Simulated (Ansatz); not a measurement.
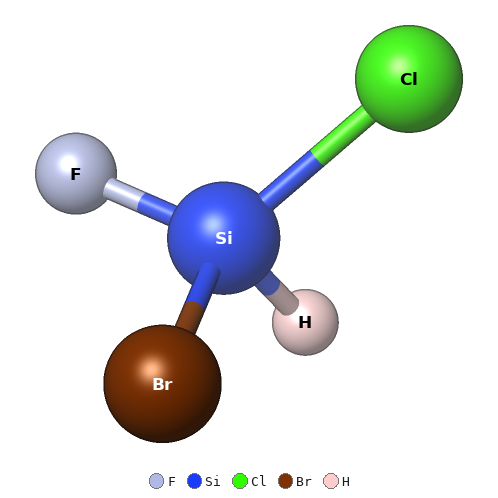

Source: calculation with Ansatz.

Orthographic view. Atoms fade into the background with distance from the viewer. Geometry: moved along internal coordinates away from the minimum.

> Give the standard InChI.

InChI=1S/BrClFHSi/c1-4(2)3/h4H/t4-/m1/s1
